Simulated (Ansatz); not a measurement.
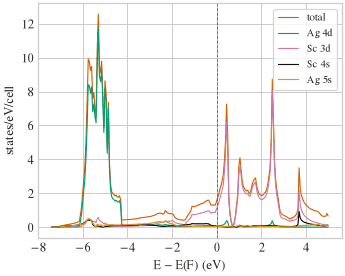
Figure. Total and projected density of states of ScAg (CsCl type, Pm-3m), LDA in the plane-wave PAW code Ansatz

Task: Which orbitals carry the states next to the Fermi level?

Result: Within 0.5 eV of the Fermi level: Sc 3d 77 %, Ag 4d 5 %, outside the projected shells 13 %. Projections are on Löwdin-orthogonalised atomic valence shells; empty p or d shells of many metals are not among them.

Task: Where is the tallest occupied peak in this window, and what makes it?

Result: Near -5.3 eV, about 13 states/eV per cell; the largest projected share is Ag 4d.

The first step of the workflow began from a Materials Project structure, measured or hypothetical; the Crystallography Open Database files this formula in space group No. 221, but the cells were not matched. Whether it is the stable phase at ambient conditions was not checked. The LDA relaxation kept the symmetry of its start; of distortions, only those at the zone centre were tested. The run is not spin-polarised. Spin–orbit coupling is left out wherever it is not named.

Potentials: the later of the program's two PAW sets.
